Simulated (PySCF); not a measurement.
C4H9ClGe (SMILES C=[C](Cl)[GeH]([CH3])[CH3])

```xyz
15

C     2.6201   -0.2959   -0.4972
C     1.3647   -0.1119   -0.8599
Cl    0.9607    0.0839   -2.5287
Ge   -0.2300   -0.0247    0.2901
C    -1.4644   -1.4726   -0.2353
C    -1.0562    1.7586    0.0971
H     3.4420   -0.3331   -1.1944
H     2.8505   -0.4167    0.5481
H     0.2717   -0.2362    1.7056
H    -1.7689   -1.3466   -1.2709
H    -0.9884   -2.4439   -0.1354
H    -2.3557   -1.4627    0.3860
H    -0.3713    2.5390    0.4165
H    -1.3177    1.9386   -0.9424
H    -1.9615    1.8321    0.6934
```

Geometry: GFN2-xTB.

The calculation used PBE0/def2-SVPD, SCF density, gas phase in PySCF.

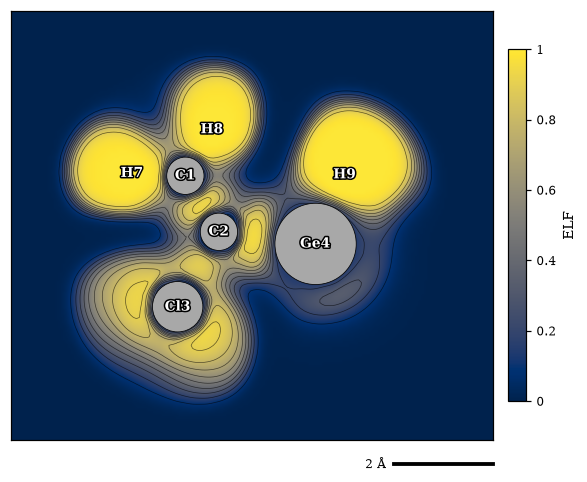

Figure 1. Electron localisation function on the plane of atoms C2, C1 and H8. Grey discs cover the atomic cores.

Question: Read the bonding off the picture.

Answer: The plane passes through C, Cl, Ge and H nuclei. C–C (1.32 Å): the ELF peaks at about 0.95 between the atoms (a short, multiple covalent bond). C–Cl (1.73 Å): the ELF peaks at about 0.90 between the atoms; a shared electron pair. C–Ge (1.97 Å): the ELF peaks at about 0.95 in the valence shell of C, 0.7 Å from its nucleus, and is about 0.70 at the midpoint. C–H (1.08 Å): the ELF climbs to about 1 towards the hydrogen, as it does in any bond to H; a covalent bond by its length. Ge–H (1.52 Å): the ELF climbs to about 1 towards the hydrogen. The ELF also peaks beside Cl3, away from the bonds: lone-pair regions.

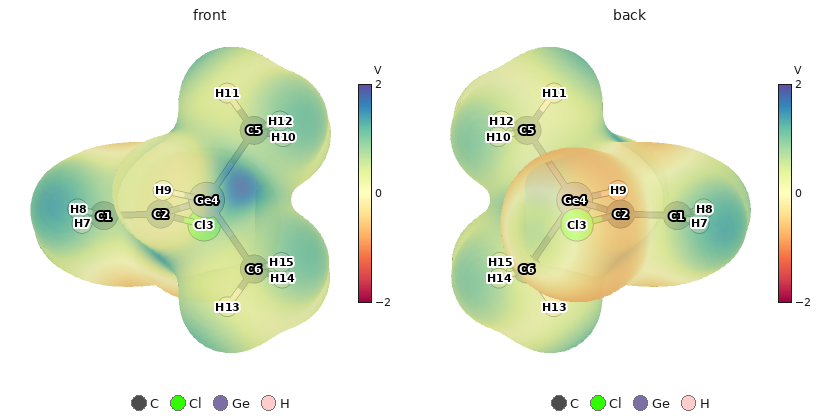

Figure 2. The electrostatic potential painted on the density surface at 0.004 e/bohr³, seen from the front and from behind; the colour scale runs from red (negative) to blue (positive).

Question: Describe the electrostatic potential map.

Answer: The most negative region (about −0.6 V) lies over Cl3, the most positive (about +1.4 V) over Ge4. Cl3 shows a σ-hole: about +0.6 V at the tip opposite its bond, against about −0.4 V on its flanks.
